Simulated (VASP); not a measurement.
# A VASP study of ZnCu (r2SCAN): structure first, properties next, part 3 of 4

What structure does ZnCu take at this level, and what are its properties? The start is a cell from a database of measured crystal structures.

VASP 6.6.1; r2SCAN; plane waves and PAW (Zn, Cu).

Still holding for the runs below: This run has no spin polarisation. Its electron count is odd, so without a moment it is a metal by construction. The k-mesh is coarse for a metal.

So far. Step 5 (Bands along the symmetry lines (r2SCAN)): Of the bands kept, 2 cross the Fermi level on this path. Step 6 (Density of states (r2SCAN)): The finer mesh and the other smearing move the Fermi level by +0.27 eV from the 8×8×8 run, one measure of the sampling error in the zero of the bands above. Of the states within 0.3 eV of the Fermi level, the largest shares in the PAW spheres are Cu d 27 %, Zn p 16 % and Zn d 6 %. The rest lies in smaller channels or between the spheres.

### Step 7. Volume scan with r2SCAN

An equation of state needs energies on both sides of the minimum, all on one mesh and cutoff.

INCAR reads:

```
SYSTEM = ZnCu
PREC = Accurate
ENCUT = 400
EDIFF = 1E-06
NELM = 100
ISMEAR = 1
SIGMA = 0.2
LREAL = .FALSE.
ALGO = Normal
METAGGA = R2SCAN
LASPH = .TRUE.
NBANDS = 17
LORBIT = 11
LWAVE = .FALSE.
LCHARG = .FALSE.
KPAR = 2
ISIF = 2
```

POSCAR reads:

```
ZnCu
1.0
    2.8603697017      0.0000000000      0.0000000000
    0.0000000000      2.8603697017      0.0000000000
    0.0000000000      0.0000000000      2.8603697017
Zn Cu
1 1
Direct
    0.5000000000      0.5000000000      0.5000000000
    0.0000000000      0.0000000000      0.0000000000
```

KPOINTS reads:

```
Automatic mesh
0
Gamma
8 8 8
0 0 0
```

Potentials, in the order of the species: Zn and Cu (PBE family, release 64).

Launch:

```console
$ mpirun -np 2 vasp_std
```

What it wrote:

```text
[... set-up lines as in an earlier step ...]
 entering main loop
       N       E                     dE             d eps       ncg     rms          rms(c)
DAV:   1     0.811363193945E+02    0.81136E+02   -0.99405E+03  1286   0.196E+03
DAV:   2    -0.208550617584E+02   -0.10199E+03   -0.98896E+02  1191   0.280E+02
DAV:   3    -0.238963706921E+02   -0.30413E+01   -0.30129E+01  1372   0.641E+01
DAV:   4    -0.239180823951E+02   -0.21712E-01   -0.21709E-01  1432   0.478E+00
DAV:   5    -0.239184375037E+02   -0.35511E-03   -0.35509E-03  1433   0.623E-01    0.103E+01
DAV:   6    -0.208860983204E+02    0.30323E+01   -0.18728E+01  1232   0.110E+02    0.643E+00
DAV:   7    -0.198807463929E+02    0.10054E+01   -0.33328E+00  1272   0.867E+01    0.295E+00
DAV:   8    -0.198941809837E+02   -0.13435E-01   -0.22435E-01  1573   0.776E+00    0.152E+00
DAV:   9    -0.198925897702E+02    0.15912E-02   -0.63447E-03  1610   0.147E+00    0.313E-01
DAV:  10    -0.198910191215E+02    0.15706E-02   -0.82442E-03  1287   0.228E+00    0.674E-02
DAV:  11    -0.198911557829E+02   -0.13666E-03   -0.52443E-04  1719   0.331E-01    0.548E-02
DAV:  12    -0.198911058776E+02    0.49905E-04   -0.11297E-04  1347   0.260E-01    0.164E-02
DAV:  13    -0.198911033569E+02    0.25208E-05   -0.14617E-05  1601   0.896E-02    0.360E-03
DAV:  14    -0.198911026966E+02    0.66032E-06   -0.93794E-07   742   0.188E-02
   1 F= -.19891103E+02 E0= -.19890026E+02  d E =-.323044E-02
```

Elapsed: 12 s, on 2 MPI ranks of Intel Xeon 6975P-C (Granite Rapids), shared host; peak memory 0.23 GiB; 22 s of CPU time.

From OUTCAR (step 7):

```text
   ENCUT  =  400.0 eV  29.40 Ry    5.42 a.u.   4.66  4.66  4.66*2*pi/ulx,y,z

   NELECT =      23.0000    total number of electrons

 E-fermi :   5.9638

 k-point     1 :       0.0000    0.0000    0.0000
  band No.  band energies     occupation
    ...
      7       2.2480      2.00000
      8       2.2480      2.00000
      9       3.2452      2.00000
     10       3.2452      2.00000
     11       3.2452      2.00000
     12      13.2024      0.00000
     13      13.2024      0.00000
     14      13.2024      0.00000
     15      18.3331      0.00000
     16      18.3331      0.00000
    ...

  Total        1.4335868      1.4335868      1.4335868     -0.0000000     -0.0000000      0.0000000
  in kB       98.1449774     98.1449774     98.1449774     -0.0000000     -0.0000000      0.0000000
  external PRESSURE =      98.1449774 kB  Pullay stress =       0.0000000 kB

 POSITION                                       TOTAL-FORCE (eV/Angst)
 -----------------------------------------------------------------------------------
      1.43018      1.43018      1.43018         0.000000      0.000000      0.000000
      0.00000      0.00000      0.00000         0.000000      0.000000      0.000000
 -----------------------------------------------------------------------------------
    total drift:                               -0.000000      0.000000     -0.000000

  FREE ENERGIE OF THE ION-ELECTRON SYSTEM (eV)
  ---------------------------------------------------
  free  energy   TOTEN  =       -19.8911026966 eV

  energy  without entropy=      -19.8878722548  energy(sigma->0) =      -19.89002588

[... 4 parts as in an earlier step ...]

[... 12 further parts left out ...]
```

The scan keeps the cell's shape and the fractional positions fixed.

This step gave:

| Quantity | Value |
| --- | --- |
| bands | 17 |
| irreducible k-points | 35 |
| free energy (TOTEN) | -19.89 eV |
| energy at zero smearing | -19.89 eV |
| Fermi energy | 5.964 eV |
| pressure | 9.814 GPa |

The pressure here is 9.81 GPa.

### Step 8. Volume scan with r2SCAN (run 2)

INCAR is that of step 7.

POSCAR reads:

```
ZnCu
1.0
    2.8805138140      0.0000000000      0.0000000000
    0.0000000000      2.8805138140      0.0000000000
    0.0000000000      0.0000000000      2.8805138140
Zn Cu
1 1
Direct
    0.5000000000      0.5000000000      0.5000000000
    0.0000000000      0.0000000000      0.0000000000
```

KPOINTS is that of step 7.

Launch:

```console
$ mpirun -np 2 vasp_std
```

What it wrote:

```text
[... set-up lines as in an earlier step ...]
 entering main loop
       N       E                     dE             d eps       ncg     rms          rms(c)
DAV:   1     0.851485509604E+02    0.85149E+02   -0.10010E+04  1270   0.195E+03
DAV:   2    -0.203623355779E+02   -0.10551E+03   -0.10184E+03  1191   0.290E+02
DAV:   3    -0.239358306855E+02   -0.35735E+01   -0.35609E+01  1370   0.698E+01
DAV:   4    -0.239606834280E+02   -0.24853E-01   -0.24849E-01  1361   0.525E+00
DAV:   5    -0.239611346340E+02   -0.45121E-03   -0.45119E-03  1460   0.735E-01    0.101E+01
DAV:   6    -0.209412244282E+02    0.30199E+01   -0.18966E+01  1232   0.109E+02    0.652E+00
DAV:   7    -0.199062553044E+02    0.10350E+01   -0.33561E+00  1255   0.858E+01    0.285E+00
DAV:   8    -0.199211147889E+02   -0.14859E-01   -0.23415E-01  1625   0.806E+00    0.148E+00
DAV:   9    -0.199205575580E+02    0.55723E-03   -0.66666E-03  1575   0.140E+00    0.320E-01
DAV:  10    -0.199189233991E+02    0.16342E-02   -0.81997E-03  1299   0.224E+00    0.661E-02
DAV:  11    -0.199190749584E+02   -0.15156E-03   -0.61030E-04  1781   0.373E-01    0.568E-02
DAV:  12    -0.199190201124E+02    0.54846E-04   -0.12090E-04  1352   0.267E-01    0.170E-02
DAV:  13    -0.199190175854E+02    0.25270E-05   -0.16061E-05  1600   0.922E-02    0.372E-03
DAV:  14    -0.199190169295E+02    0.65592E-06   -0.98415E-07   768   0.188E-02
   1 F= -.19919017E+02 E0= -.19918114E+02  d E =-.270832E-02
```

Run time: 13 s. Hardware: 2 MPI ranks; peak memory 0.24 GiB; 23 s of CPU time.

From OUTCAR (step 8):

```text
   ENCUT  =  400.0 eV  29.40 Ry    5.42 a.u.   4.70  4.70  4.70*2*pi/ulx,y,z

   NELECT =      23.0000    total number of electrons

 E-fermi :   5.7481

 k-point     1 :       0.0000    0.0000    0.0000
  band No.  band energies     occupation
    ...
      7       2.0989      2.00000
      8       2.0989      2.00000
      9       3.0697      2.00000
     10       3.0697      2.00000
     11       3.0697      2.00000
     12      12.9011      0.00000
     13      12.9011      0.00000
     14      12.9011      0.00000
     15      17.9719      0.00000
     16      17.9719      0.00000
    ...

  Total        0.9309012      0.9309012      0.9309012      0.0000000      0.0000000      0.0000000
  in kB       62.4028321     62.4028321     62.4028321      0.0000000      0.0000000      0.0000000
  external PRESSURE =      62.4028321 kB  Pullay stress =       0.0000000 kB

 POSITION                                       TOTAL-FORCE (eV/Angst)
 -----------------------------------------------------------------------------------
      1.44026      1.44026      1.44026         0.000000      0.000000      0.000000
      0.00000      0.00000      0.00000         0.000000      0.000000      0.000000
 -----------------------------------------------------------------------------------
    total drift:                               -0.000000      0.000000     -0.000000

  FREE ENERGIE OF THE ION-ELECTRON SYSTEM (eV)
  ---------------------------------------------------
  free  energy   TOTEN  =       -19.9190169295 eV

  energy  without entropy=      -19.9163086054  energy(sigma->0) =      -19.91811415

[... 4 parts as in an earlier step ...]

[... 12 further parts left out ...]
```

Numbers from this step:

```
free energy (TOTEN)     : -19.92 eV
energy at zero smearing : -19.92 eV
Fermi energy            : 5.748 eV
pressure                : 6.240 GPa
```

The pressure falls from 9.81 to 6.24 GPa.

The run ends at a pressure of 6.24 GPa.

### Step 9. Volume scan with r2SCAN (run 3)

INCAR is that of step 8.

POSCAR reads:

```
ZnCu
1.0
    2.9003800543      0.0000000000      0.0000000000
    0.0000000000      2.9003800543      0.0000000000
    0.0000000000      0.0000000000      2.9003800543
Zn Cu
1 1
Direct
    0.5000000000      0.5000000000      0.5000000000
    0.0000000000      0.0000000000      0.0000000000
```

KPOINTS is that of step 8.

Launch:

```console
$ mpirun -np 2 vasp_std
```

What it wrote:

```text
[... set-up lines as in an earlier step ...]
 entering main loop
       N       E                     dE             d eps       ncg     rms          rms(c)
DAV:   1     0.810787671016E+02    0.81079E+02   -0.10031E+04  1302   0.196E+03
DAV:   2    -0.207590058584E+02   -0.10184E+03   -0.98169E+02  1199   0.282E+02
DAV:   3    -0.239654838195E+02   -0.32065E+01   -0.31959E+01  1354   0.660E+01
DAV:   4    -0.239912278814E+02   -0.25744E-01   -0.25739E-01  1419   0.533E+00
[...]
DAV:  12    -0.199362712984E+02    0.62015E-04   -0.13713E-04  1380   0.281E-01    0.175E-02
DAV:  13    -0.199362689724E+02    0.23260E-05   -0.17267E-05  1623   0.940E-02    0.392E-03
DAV:  14    -0.199362682328E+02    0.73960E-06   -0.10507E-06   746   0.195E-02
   1 F= -.19936268E+02 E0= -.19935552E+02  d E =-.214863E-02
```

It took 15 s on 2 MPI ranks; peak memory 0.24 GiB.

OUTCAR, selected parts (step 9):

```text
  Total        0.4576230      0.4576230      0.4576230      0.0000000      0.0000000      0.0000000
  in kB       30.0506412     30.0506412     30.0506412      0.0000000      0.0000000      0.0000000
  external PRESSURE =      30.0506412 kB  Pullay stress =       0.0000000 kB

 POSITION                                       TOTAL-FORCE (eV/Angst)
 -----------------------------------------------------------------------------------
      1.45019      1.45019      1.45019         0.000000      0.000000      0.000000
      0.00000      0.00000      0.00000         0.000000      0.000000      0.000000
 -----------------------------------------------------------------------------------
    total drift:                               -0.000000      0.000000     -0.000000

  FREE ENERGIE OF THE ION-ELECTRON SYSTEM (eV)
  ---------------------------------------------------
  free  energy   TOTEN  =       -19.9362682328 eV

  energy  without entropy=      -19.9341196077  energy(sigma->0) =      -19.93555202

[... 1 part as in an earlier step ...]

[... 2 further parts left out ...]
[key lines of the parts left out:]
E-fermi :   5.5422
```

The pressure falls from 6.24 to 3.01 GPa.

The run ends at a pressure of 3.01 GPa.

### Step 10. Volume scan with r2SCAN (run 4)

INCAR is that of step 9.

POSCAR reads:

```
ZnCu
1.0
    2.9199778113      0.0000000000      0.0000000000
    0.0000000000      2.9199778113      0.0000000000
    0.0000000000      0.0000000000      2.9199778113
Zn Cu
1 1
Direct
    0.5000000000      0.5000000000      0.5000000000
    0.0000000000      0.0000000000      0.0000000000
```

KPOINTS is that of step 9.

Launch:

```console
$ mpirun -np 2 vasp_std
```

What it wrote:

```text
[... set-up lines as in an earlier step ...]
 entering main loop
       N       E                     dE             d eps       ncg     rms          rms(c)
[... 14 cycles as in an earlier step ...]
   1 F= -.19943770E+02 E0= -.19943249E+02  d E =-.156315E-02
```

Run time: 16 s. Hardware: 2 MPI ranks; peak memory 0.23 GiB.

From OUTCAR (step 10):

```text
[... 6 parts as in an earlier step ...]

[... 1 further part left out ...]
[key lines of the parts left out:]
E-fermi :   5.3453
```

The pressure falls from 3.01 to 0.08 GPa.

The run ends at a pressure of 0.08 GPa.

### Step 11. Volume scan with r2SCAN (run 5)

INCAR is that of step 10.

POSCAR reads:

```
ZnCu
1.0
    2.9393159763      0.0000000000      0.0000000000
    0.0000000000      2.9393159763      0.0000000000
    0.0000000000      0.0000000000      2.9393159763
Zn Cu
1 1
Direct
    0.5000000000      0.5000000000      0.5000000000
    0.0000000000      0.0000000000      0.0000000000
```

KPOINTS is that of step 10.

Launch:

```console
$ mpirun -np 2 vasp_std
```

What it wrote:

```text
[... set-up lines as in an earlier step ...]
 entering main loop
       N       E                     dE             d eps       ncg     rms          rms(c)
DAV:   1     0.830426226775E+02    0.83043E+02   -0.10033E+04  1310   0.193E+03
DAV:   2    -0.206144487784E+02   -0.10366E+03   -0.99371E+02  1198   0.278E+02
DAV:   3    -0.239953438409E+02   -0.33809E+01   -0.33698E+01  1426   0.667E+01
DAV:   4    -0.240207173689E+02   -0.25374E-01   -0.25369E-01  1452   0.516E+00
[...]
DAV:  12    -0.199427472244E+02    0.76844E-04   -0.17217E-04  1440   0.310E-01    0.188E-02
DAV:  13    -0.199427452068E+02    0.20176E-05   -0.20172E-05  1629   0.986E-02    0.420E-03
DAV:  14    -0.199427444416E+02    0.76526E-06   -0.12544E-06   783   0.212E-02
   1 F= -.19942744E+02 E0= -.19942426E+02  d E =-.955604E-03
```

Run time: 14 s. Hardware: 2 MPI ranks; peak memory 0.24 GiB; 24 s of CPU time.

Parts of OUTCAR (step 11):

```text
  Total       -0.4038612     -0.4038612     -0.4038612     -0.0000000      0.0000000     -0.0000000
  in kB      -25.4802610    -25.4802610    -25.4802610     -0.0000000      0.0000000     -0.0000000
  external PRESSURE =     -25.4802610 kB  Pullay stress =       0.0000000 kB

 POSITION                                       TOTAL-FORCE (eV/Angst)
 -----------------------------------------------------------------------------------
      1.46966      1.46966      1.46966         0.000000      0.000000      0.000000
      0.00000      0.00000      0.00000         0.000000      0.000000      0.000000
 -----------------------------------------------------------------------------------
    total drift:                               -0.000000      0.000000     -0.000000

  FREE ENERGIE OF THE ION-ELECTRON SYSTEM (eV)
  ---------------------------------------------------
  free  energy   TOTEN  =       -19.9427444416 eV

  energy  without entropy=      -19.9417888372  energy(sigma->0) =      -19.94242591

[... 1 part as in an earlier step ...]

[... 2 further parts left out ...]
[key lines of the parts left out:]
E-fermi :   5.1567
```

The pressure falls from 0.08 to -2.55 GPa, so it vanishes between these two volumes.

### Step 12. Volume scan with r2SCAN (run 6)

INCAR is that of step 11.

POSCAR reads:

```
ZnCu
1.0
    2.9584029785      0.0000000000      0.0000000000
    0.0000000000      2.9584029785      0.0000000000
    0.0000000000      0.0000000000      2.9584029785
Zn Cu
1 1
Direct
    0.5000000000      0.5000000000      0.5000000000
    0.0000000000      0.0000000000      0.0000000000
```

KPOINTS is that of step 11.

Launch:

```console
$ mpirun -np 2 vasp_std
```

What it wrote:

```text
[... set-up lines as in an earlier step ...]
 entering main loop
       N       E                     dE             d eps       ncg     rms          rms(c)
DAV:   1     0.911827260127E+02    0.91183E+02   -0.10016E+04  1214   0.192E+03
DAV:   2    -0.200614556196E+02   -0.11124E+03   -0.10703E+03  1191   0.293E+02
DAV:   3    -0.239933603649E+02   -0.39319E+01   -0.39203E+01  1414   0.719E+01
DAV:   4    -0.240212772033E+02   -0.27917E-01   -0.27910E-01  1423   0.541E+00
[...]
DAV:  12    -0.199333868399E+02    0.83994E-04   -0.18594E-04  1418   0.320E-01    0.192E-02
DAV:  13    -0.199333849833E+02    0.18566E-05   -0.21978E-05  1666   0.101E-01    0.408E-03
DAV:  14    -0.199333843625E+02    0.62076E-06   -0.11415E-06   744   0.204E-02
   1 F= -.19933384E+02 E0= -.19933269E+02  d E =-.346532E-03
```

Run time: 13 s. Hardware: 2 MPI ranks; peak memory 0.23 GiB.

Parts of OUTCAR (step 12):

```text
  Total       -0.7899783     -0.7899783     -0.7899783      0.0000000     -0.0000000      0.0000000
  in kB      -48.8825362    -48.8825362    -48.8825362      0.0000000     -0.0000000      0.0000000
  external PRESSURE =     -48.8825362 kB  Pullay stress =       0.0000000 kB

 POSITION                                       TOTAL-FORCE (eV/Angst)
 -----------------------------------------------------------------------------------
      1.47920      1.47920      1.47920         0.000000      0.000000      0.000000
      0.00000      0.00000      0.00000         0.000000      0.000000      0.000000
 -----------------------------------------------------------------------------------
    total drift:                               -0.000000      0.000000     -0.000000

  FREE ENERGIE OF THE ION-ELECTRON SYSTEM (eV)
  ---------------------------------------------------
  free  energy   TOTEN  =       -19.9333843625 eV

  energy  without entropy=      -19.9330378306  energy(sigma->0) =      -19.93326885

[... 1 part as in an earlier step ...]

[... 2 further parts left out ...]
[key lines of the parts left out:]
E-fermi :   4.9759
```

The pressure falls from -2.55 to -4.89 GPa.

The run ends at a pressure of -4.89 GPa.

### Step 13. Volume scan with r2SCAN (run 7)

A prediction first. A parabola through the 6 pressures of evenly scaled cells so far, P = 0.08 -138.6 t +303 t² GPa with t = ln(V/V₁) and V₁ the volume at scale 1, gives -6.97 GPa at t = +0.0583.

INCAR is that of step 12.

POSCAR reads:

```
ZnCu
1.0
    2.9772468176      0.0000000000      0.0000000000
    0.0000000000      2.9772468176      0.0000000000
    0.0000000000      0.0000000000      2.9772468176
Zn Cu
1 1
Direct
    0.5000000000      0.5000000000      0.5000000000
    0.0000000000      0.0000000000      0.0000000000
```

KPOINTS is that of step 12.

Launch:

```console
$ mpirun -np 2 vasp_std
```

What it wrote:

```text
[... set-up lines as in an earlier step ...]
 entering main loop
       N       E                     dE             d eps       ncg     rms          rms(c)
DAV:   1     0.851858670045E+02    0.85186E+02   -0.99313E+03  1254   0.190E+03
DAV:   2    -0.204741457598E+02   -0.10566E+03   -0.10205E+03  1191   0.286E+02
DAV:   3    -0.239872601206E+02   -0.35131E+01   -0.34980E+01  1365   0.688E+01
DAV:   4    -0.240145785872E+02   -0.27318E-01   -0.27312E-01  1445   0.538E+00
[...]
DAV:  13    -0.199173916159E+02   -0.11507E-06   -0.20603E-05  1711   0.913E-02    0.440E-03
DAV:  14    -0.199173904990E+02    0.11169E-05   -0.11992E-06   748   0.222E-02    0.116E-03
DAV:  15    -0.199173900175E+02    0.48148E-06   -0.20982E-07   672   0.805E-03
   1 F= -.19917390E+02 E0= -.19917476E+02  d E =0.257876E-03
```

The job ended after 15 s (2 MPI ranks; peak memory 0.25 GiB).

Parts of OUTCAR (step 13):

```text
  Total       -1.1515456     -1.1515456     -1.1515456      0.0000000      0.0000000      0.0000000
  in kB      -69.9112741    -69.9112741    -69.9112741      0.0000000      0.0000000      0.0000000
  external PRESSURE =     -69.9112741 kB  Pullay stress =       0.0000000 kB

 POSITION                                       TOTAL-FORCE (eV/Angst)
 -----------------------------------------------------------------------------------
      1.48862      1.48862      1.48862         0.000000      0.000000      0.000000
      0.00000      0.00000      0.00000         0.000000      0.000000      0.000000
 -----------------------------------------------------------------------------------
    total drift:                               -0.000000      0.000000     -0.000000

  FREE ENERGIE OF THE ION-ELECTRON SYSTEM (eV)
  ---------------------------------------------------
  free  energy   TOTEN  =       -19.9173900175 eV

  energy  without entropy=      -19.9176478930  energy(sigma->0) =      -19.91747598

[... 1 part as in an earlier step ...]

[... 2 further parts left out ...]
[key lines of the parts left out:]
E-fermi :   4.8025
```

The pressure falls from -4.89 to -6.99 GPa. The parabola predicted -6.97 GPa, +0.03 GPa off.

### Step 14. Comparing the runs

Times are for 2 MPI ranks of Intel Xeon 6975P-C (Granite Rapids), shared host. The runs compared:

| no. | volume scale | energy above the lowest point (meV/atom) | pressure (GPa) | time | memory (GiB) |
| --- | --- | --- | --- | --- | --- |
| 1 | 0.94 | 26.61 | 9.814 | 12 s | 0.23 |
| 2 | 0.96 | 12.57 | 6.240 | 13 s | 0.24 |
| 3 | 0.98 | 3.85 | 3.005 | 15 s | 0.24 |
| 4 | 1 | 0 | 0.07725 | 16 s | 0.23 |
| 5 | 1.02 | 0.41 | -2.548 | 14 s | 0.24 |
| 6 | 1.04 | 4.99 | -4.888 | 13 s | 0.23 |
| 7 | 1.06 | 12.89 | -6.991 | 15 s | 0.25 |

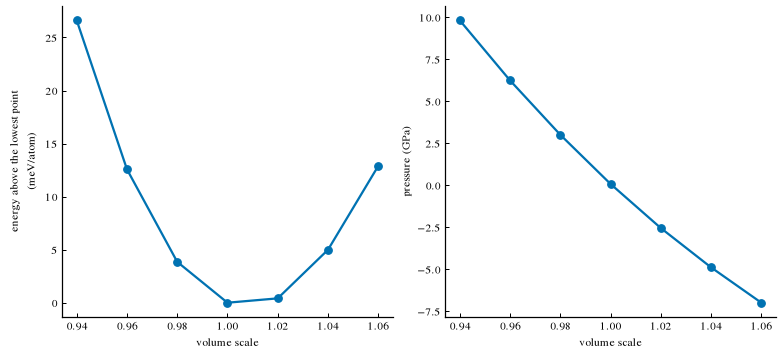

The series as plots.

(Continued in part 4 of 4.)

[Lines on the potential files, build, host, timing and source positions are cut from VASP's logs without a mark.]

[Logs are printed without paths, hosts, clocks, repeated set-up lines and the standing remarks that a program may print on its own settings, such as how far it seeks lower states.]

[Hosts, paths, dates, database ids (printed as entryN), source tags and the programs' standing remarks are cut or masked in the printed files.]

[A measured line is paired with the nearest computed mode of its activity, which favours agreement.]
